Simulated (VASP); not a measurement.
Band structure of MgSe (rock salt). All values below come from MS2 meta-GGA, VASP's PBE PAW potentials (set 64) (plane waves; VASP).

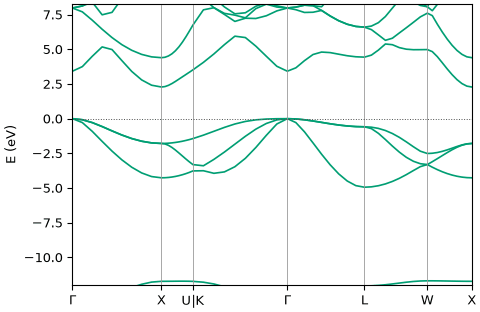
Figure: Bands along high-symmetry lines, zero at the valence-band maximum or, without a gap, the Fermi level

Question: Read the plot: is there a gap, and where are the band edges?

Answer: The gap is indirect, 2.28 eV, from the valence maximum at Γ to the conduction minimum at X.

The compound is MgSe in the rock salt structure. It was relaxed first.
